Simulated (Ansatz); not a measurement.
# Calculations on CH$_{3}$OS

**1. Relaxation**

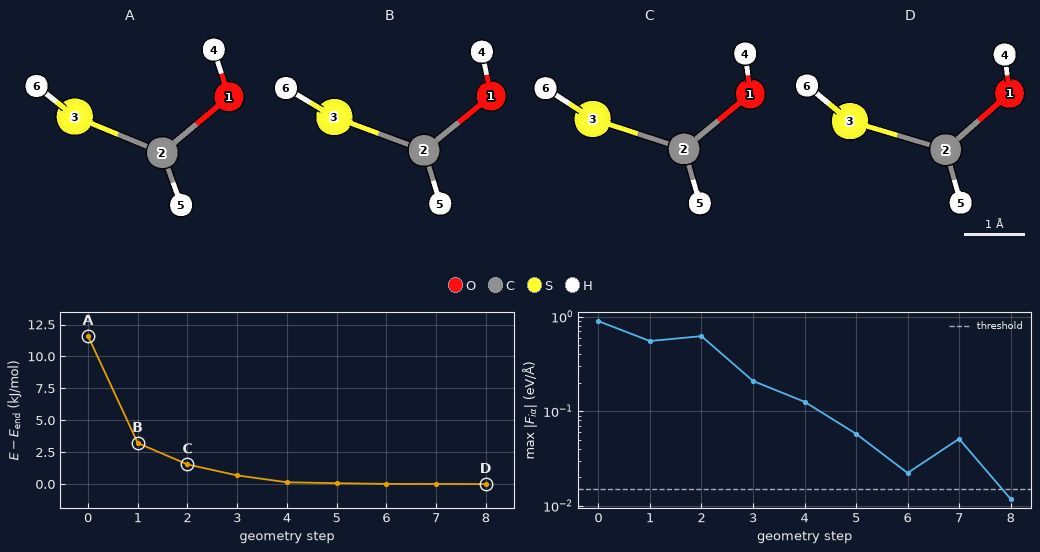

Frames of a relaxation of CH3OS (charge −1), marked on the history of the run. A ball-and-stick model, seen at a tilt.

The run prepares an end point of a later path (torsion) calculation, from a guessed geometry.

These are results of RKS PBE-D4/def2-SVP (Ansatz 0.2.0), not measurements. (no spin polarisation; force threshold 0.015 eV/Å; at most 40 steps)

### What happens along the run?

Over 8 geometry steps the energy falls by 11.6 kJ/mol. Largest force component: 0.9 eV/Å at the start, 0.012 eV/Å at the end. H4 moves most after the best rigid fit: 0.23 Å. Largest moves by element: H 0.23 Å, O 0.13 Å, S 0.11 Å, C 0.09 Å. Some distances before and after: C2–S3 1.850 → 1.954 Å, S3–H6 1.349 → 1.377 Å, C2–H5 1.115 → 1.133 Å, O1–H4 0.963 → 0.971 Å. Among the angles between lasting bonds that change: S3–C2–H5 101.4° → 94.2°, C2–O1–H4 104.6° → 100.5°, C2–S3–H6 95.2° → 98.9°. Groups turn about O1–C2 by about 20°. The run took 6.3 s on 1 thread of Intel(R) Xeon(R) 6975P-C (Granite Rapids) (shared host), peak memory 0.14 GiB. From step 0 to 1: H6 moves most (0.19 Å), energy −8.39 kJ/mol. From step 1 to 2: H4 moves most (0.08 Å), energy −1.68 kJ/mol. From step 2 to 8: S3 moves most (0.06 Å), energy −1.54 kJ/mol.

```csv
step,"E − E(0), kJ/mol","largest force component, eV/Å"
0,0.00,0.8975
1,-8.39,0.5530
2,-10.06,0.6227
3,-10.92,0.2092
4,-11.46,0.1261
5,-11.53,0.0578
6,-11.59,0.0223
7,-11.59,0.0511
8,-11.61,0.0118
```

Limits of the set-up: the basis has no diffuse functions, which an anion needs.

**2. Relaxation**

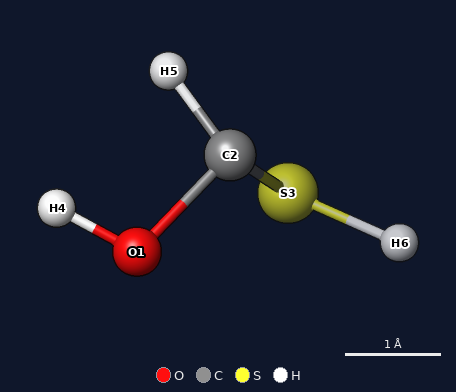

Starting structure of CH3OS (charge −1). The picture is a ball-and-stick view, seen from a free direction.

The run prepares an end point of a later path (torsion) calculation, from a guessed geometry.

Computed with RKS PBE-D4/def2-SVP in Ansatz.

Input
```yaml
crystal:
  periodic: [false, false, false]
  atoms:
    - { symbol: O, position_ang: [-1.14162, -0.54638, -0.53772] }
    - { symbol: C, position_ang: [-0.25029, 0.57587, -0.21008] }
    - { symbol: S, position_ang: [-1.21318, 2.1526, -0.31145] }
    - { symbol: H, position_ang: [-1.27575, -1.00235, 0.30025] }
    - { symbol: H, position_ang: [-0.12539, 0.4637, 0.89187] }
    - { symbol: H, position_ang: [-0.72494, 2.51755, -1.51435] }
total_charge: -1
basis:
  gaussian: { orbitals: def2-SVP }
hamiltonian:
  xc: pbe
  dispersion: d4
relax:
  f_tol: 0.015
  max_steps: 40
```

Command:
```bash
ansatz run input.yaml --threads 1 --pin off --max-ram 2048MiB --backend cpu --events-out ev --progress --plain --runs-dir out
```

Q: Predict the outcome.

A: The largest move after the best rigid fit is that of H4, 0.70 Å. Largest moves by element: H 0.70 Å, O 0.34 Å, C 0.24 Å, S 0.17 Å. Some distances before and after: C2–S3 1.850 → 1.888 Å, S3–H6 1.349 → 1.387 Å, C2–H5 1.115 → 1.143 Å, O1–H4 0.963 → 0.992 Å. Bond angles that change, for instance: S3–C2–H5 101.4° → 93.7°, C2–S3–H6 95.2° → 101.7°, O1–C2–H5 102.2° → 108.6°. Groups turn about O1–C2 by about 65°. The energy falls by 6.99 kcal/mol in 10 geometry steps. Largest force component: 0.75 eV/Å at the start, 0.012 eV/Å at the end.

History of the run:

```tsv
step	E − E(0), kcal/mol	largest force component, eV/Å
0	0.00	0.7511
1	-2.51	1.6103
2	-2.88	2.3598
3	-5.55	0.6442
4	-5.75	0.9038
5	-6.72	0.3973
6	-6.89	0.1599
7	-6.92	0.1300
8	-6.98	0.0750
9	-6.99	0.0512
10	-6.99	0.0121
```

Final geometry:

```xyz
6

O    -0.8355   -0.6679   -0.4659
C    -0.0481    0.4896   -0.1194
S    -1.1434    2.0247   -0.2164
H    -1.7312   -0.5980   -0.0463
H     0.0464    0.5383    1.0187
H    -1.0194    2.3743   -1.5523
```

After the run, drawn alike:

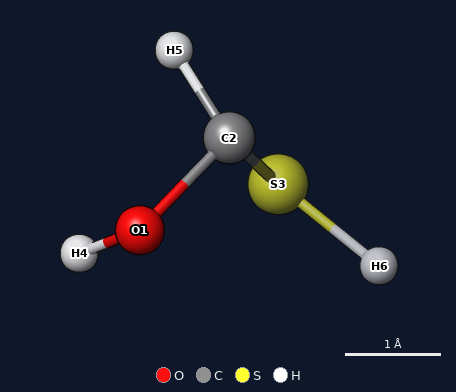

Limits of the set-up: the basis has no diffuse functions, which an anion needs.

**3. Path**

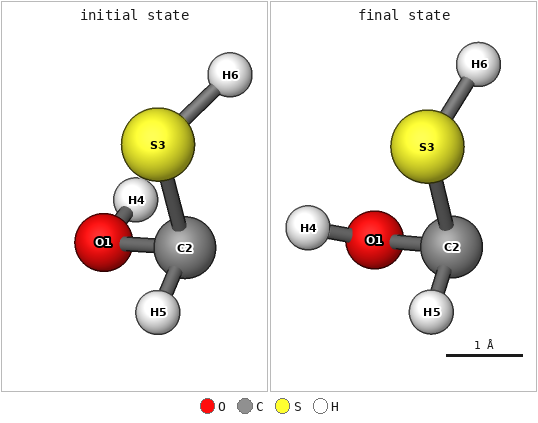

The two relaxed end points of a path for CH3OS (charge −1). A ball-and-stick model, seen from a free direction.

These are results of Ansatz, RKS PBE-D4/def2-SVP, not measurements.

Settings: 7 movable images; climbing image; force threshold 0.05 eV/Å; iteration limit 60.

Start:
```xyz
6

O    -1.0897   -0.6491   -0.5979
C    -0.3323    0.5415   -0.1786
S     1.5119   -0.0060    0.1643
H    -1.4825   -0.9173    0.2490
H    -0.0938    1.0184   -1.1778
H     1.4863    0.0124    1.5410
```

End:
```xyz
6

O    -1.3545   -0.2740    0.0391
C    -0.3052    0.6946   -0.1626
S     1.3590   -0.1256    0.1887
H    -1.0763   -1.1482   -0.3373
H    -0.1062    0.7877   -1.2843
H     1.4832    0.0654    1.5563
```

**Predict the minimum-energy path and its barrier.**

The energy climbs by 29.6 kJ/mol to image 4 and then falls by 27.0 kJ/mol, so the end point sits at +2.6 kJ/mol. The motion is a rotation about the O1–C2 bond by about 225°. No bond forms or breaks between the ends. Among the angles between lasting bonds that change up to the highest image: O1–C2–H5 101.4° → 104.5°. The band converged in 14 iterations. The largest component of the band force went from 140 to 0.017 eV/Å. The climbing image converged on the top of the path. Its vibrational analysis gives one imaginary mode (379i cm⁻¹), as a transition state must have.

Energies of the converged images:

| image | path (Å) | E (kJ/mol) |
| --- | --- | --- |
| 0 | 0.00 | 0.0 |
| 1 | 0.39 | 4.3 |
| 2 | 0.77 | 13.5 |
| 3 | 1.16 | 23.8 |
| 4 | 1.55 | 29.6 |
| 5 | 1.86 | 24.0 |
| 6 | 2.18 | 12.0 |
| 7 | 2.50 | 4.7 |
| 8 | 2.82 | 2.6 |

The geometry at the top of the path:

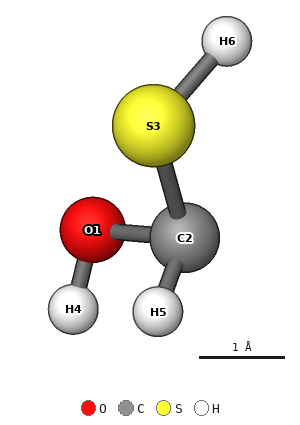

Limits of the set-up: the basis has no diffuse functions, which an anion needs.

Cost: 56 s on 1 thread of Intel(R) Xeon(R) 6975P-C (Granite Rapids), on a shared host, peak memory 0.12 GiB.
